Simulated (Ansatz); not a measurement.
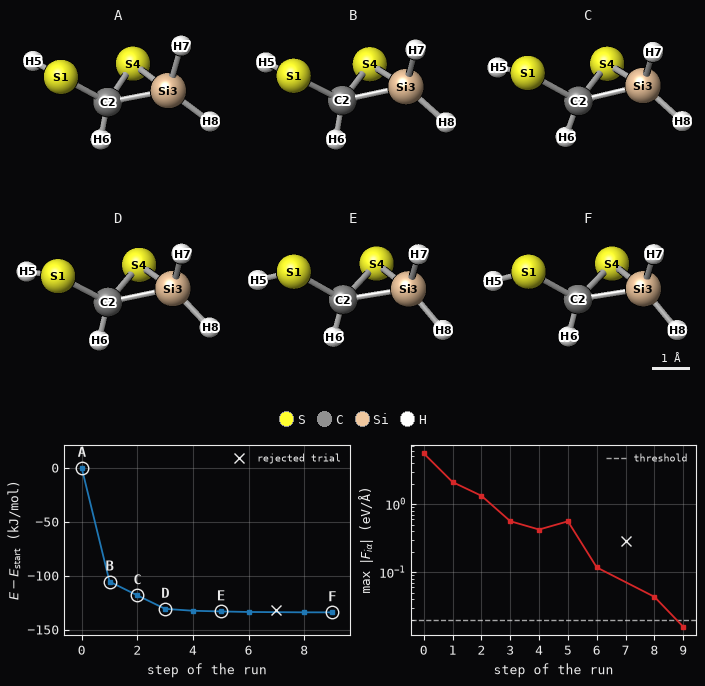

Frames of a relaxation of CH4S2Si, marked on the history of the run. The picture is a ball-and-stick view, seen from a free direction.

The run prepares the start of a later molecular dynamics calculation, from a guessed geometry.

All numbers below come from Ansatz 0.2.0, RKS PBE/STO-3G. Settings: no spin polarisation; force threshold 0.02 eV/Å; at most 40 steps.

Describe the path.

After 8 accepted moves (9 points after the start) the energy has fallen by 133.9 kJ/mol. The largest force component goes from 5.5 to 0.016 eV/Å. The line search rejected the trial step at point 7 of the run. The atom that moves furthest after the best rigid fit is H5 (0.56 Å). By element the largest moves are H 0.56 Å, S 0.36 Å, Si 0.25 Å, C 0.17 Å. Near-neighbour distances that change, for instance: S1–S4 2.831 → 3.235 Å, C2–S4 1.669 → 1.887 Å, S1–C2 1.708 → 1.817 Å, C2–Si3 1.793 → 1.865 Å. Bond angles that change, for instance: S4–Si3–H7 105.6° → 119.8°, S4–Si3–H8 109.5° → 120.1°, S1–C2–S4 113.9° → 121.7°. Groups turn about S1–C2 by about 30°. The run took roughly 15 core-seconds on a shared host. From step 0 to 1: S4 moves most (0.19 Å), energy −105.4 kJ/mol. From step 1 to 2: H6 moves most (0.18 Å), energy −12.7 kJ/mol. From step 2 to 3: H8 moves most (0.12 Å), energy −12.5 kJ/mol. From step 3 to 5: H5 moves most (0.26 Å), energy −2.38 kJ/mol. From step 5 to 9: H5 moves most (0.03 Å), energy −0.85 kJ/mol.

```csv
step,"E − E(0), kJ/mol","largest force component, eV/Å",note
0,0.00,5.5317,
1,-105.43,2.0997,
2,-118.17,1.3223,
3,-130.69,0.5599,
4,-132.45,0.4225,
5,-133.07,0.5580,
6,-133.58,0.1175,
7,-131.35,0.2892,rejected
8,-133.90,0.0435,
9,-133.92,0.0158,
```

Limits of the set-up: STO-3G is a minimal basis, so the numbers are rough.
